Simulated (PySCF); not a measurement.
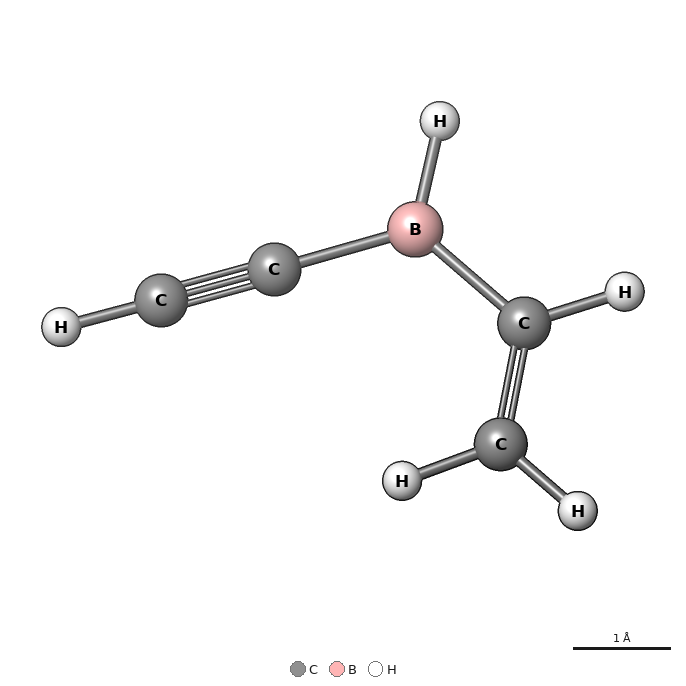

Ball-and-stick drawing of a structure.

The geometry was computed by an optimisation with PBE0-D3(BJ)/def2-SVP. No frequency run is at hand to confirm it as a minimum.

Question: Count the atoms of each element.

Answer: C4H5B, 10 atoms: 4 carbon, 5 hydrogen and 1 boron.

Question: Name functional groups in it.

Answer: Among them: alkene, alkyne, B–H bond.

Question: How many sets of symmetry-equivalent atoms are there?

Answer: 10: 1 C, 1 C, 1 B, 1 C, 1 C, 1 H, 1 H, 1 H, 1 H, 1 H.

Question: Give the symmetry (Schoenflies symbol).

Answer: Cs.

Question: Write the SMILES.

Answer: C#CBC=C

The parts below concern this one geometry. Atoms keep their numbers from picture to picture.

## Bond orders

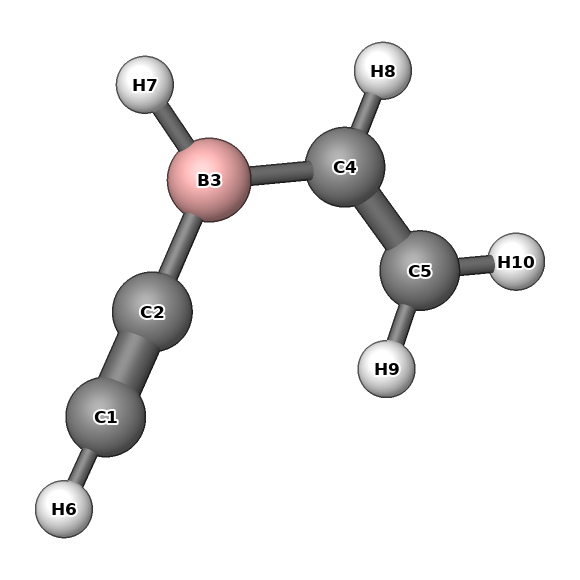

The thickness of each stick grows with its Mayer bond order. No frequency run is at hand to confirm it as a minimum. Computed with PBE0/6-31G (PySCF 2.14.0).

Question: Which bond has the highest Mayer bond order?

Answer: C1–C2, 2.83, at a length of 1.220 Å.

List the Mayer bond orders of C1–C2, C1–H6, C2–B3, B3–C4, B3–H7, C4–C5, C4–H8, C5–H9, C5–H10.

| bond | Mayer order | length (Å) |
| --- | --- | --- |
| C1–C2 | 2.83 | 1.220 |
| C1–H6 | 0.87 | 1.075 |
| C2–B3 | 1.10 | 1.522 |
| B3–C4 | 1.02 | 1.548 |
| B3–H7 | 0.95 | 1.210 |
| C4–C5 | 1.82 | 1.346 |
| C4–H8 | 0.94 | 1.097 |
| C5–H9 | 0.93 | 1.096 |
| C5–H10 | 0.93 | 1.096 |

## NMR shielding

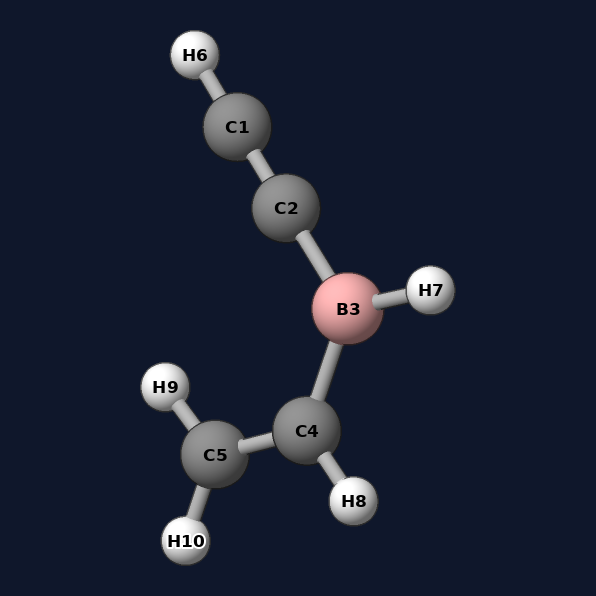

No frequency run is at hand to confirm it as a minimum. Properties computed with GIAO B97-2/pcSseg-2 NMR shielding, non-relativistic, gas phase (PySCF 2.14.0). Principal shieldings σ11 ≤ σ22 ≤ σ33, span Ω = σ33 − σ11, skew κ = 3(σiso − σ22)/Ω.

Give the shielding tensors of the B atoms.

```tsv
atom	σ11	σ22	σ33	σiso	Ω	κ
B3	−6.2	23.5	120.3	45.9	126.6	0.53
```

Shieldings and span in ppm.

## Dipole moment

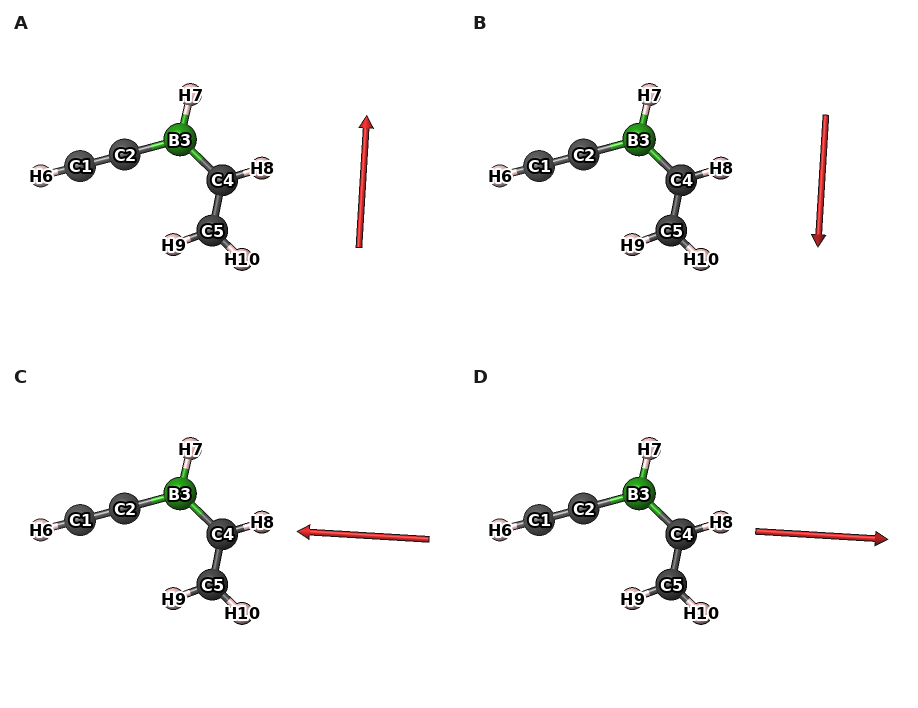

The same molecule four times, each with an arrow. No frequency run is at hand to confirm it as a minimum. Method: B97-2/pcSseg-2, gas phase (PySCF 2.14.0).

Question: Which arrow points along the dipole moment, from the negative to the positive end?

Answer: B. The dipole moment is 1.31 D; it points from the side of H7 to the side of H10 (the outermost atoms at the two ends).
